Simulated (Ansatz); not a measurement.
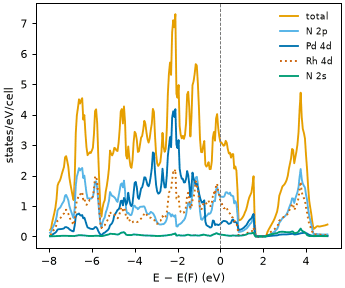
Fig. 1. Total and projected density of states of PdRhN₂ in space group R-3m (No. 166; Rh on 3b, Pd on 3a, N on 6c), the program Ansatz at the PBEsol level (PAW)

Q: Which orbitals carry the states next to the Fermi level?

A: Within 0.5 eV of the Fermi level: N 2p 42 %, Rh 4d 37 %, Pd 4d 14 %. Projections are on Löwdin-orthogonalised atomic valence shells; empty p or d shells of many metals are not among them.

Q: Where is the tallest occupied peak in this window, and what makes it?

A: Near -2.1 eV, about 7.3 states/eV per cell; the largest projected share is Pd 4d.

The start of the workflow was typed in or built on a structure type; neither database checked (COD, Materials Project) lists it. Its standing as an ambient phase is unchecked. Symmetry was held in the PBEsol relaxation; whether a distortion lowers the energy is not shown. The workflow began spin-polarised and lost its moments. Its formation energy is positive at this level, so the cell may be metastable or incomplete. Spin–orbit coupling is left out wherever it is not named.

Potentials: the later of the program's two PAW sets.
